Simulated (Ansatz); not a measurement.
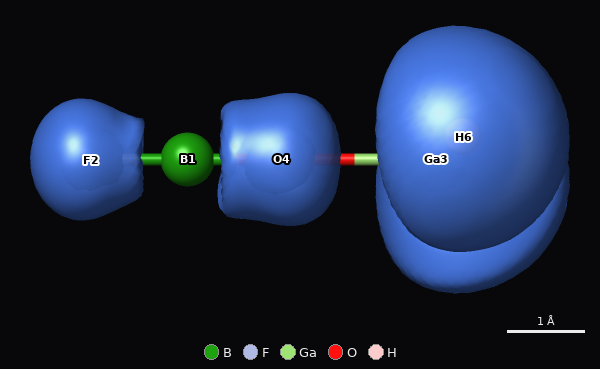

Figure 1: BFGaH$_{2}$O (SMILES F[B+][O][GaH2]) (charge +1). Isosurface of the electron localisation function at 0.75 (blue), seen from one side. Core shells and regions of very low density are left out.

Geometry: B3LYP-D3(BJ)/def2-SVP.

Level of theory: isolated molecule in a Gaussian basis; Kohn-Sham density functional theory, functional PBE0 (Ansatz 0.2.0).

The calculation's input:

```
crystal:
  periodic: [false, false, false]
  atoms:
    - {symbol: B, position_ang: [0.713420, 3.496878, 0.510554]}
    - {symbol: F, position_ang: [0.820404, 4.479450, 1.283564]}
    - {symbol: Ga, position_ang: [0.437741, 0.962032, -1.483398]}
    - {symbol: O, position_ang: [0.608817, 2.536129, -0.245292]}
    - {symbol: H, position_ang: [-0.496490, 0.010982, -0.717730]}
    - {symbol: H, position_ang: [1.311954, 1.360668, -2.683553]}
basis:
  gaussian:
    orbitals: def2-TZVPD
total_charge: 1
hamiltonian:
  xc: pbe0
output: {forces: true, orbitals: {seedname: orbitals}}
```

Command:

```sh
ansatz run input.yaml --threads 1 --pin off --max-ram 2610MiB --events-out events.jsonl --progress --plain --runs-dir runs
```

What do the ELF domains correspond to?

The ELF exceeds this value in two regions around hydrogen nuclei, one region on F in which the atom's valence shell and bonds are merged and one region on O in which the atom's valence shell and bonds are merged. Along the contacts the grid gives the following. B–O (1.23 Å): the ELF peaks at about 0.85 between the atoms (a short, strongly polar bond). B–F (1.25 Å): the ELF peaks at about 0.85 between the atoms, as expected for a short, strongly polar bond.
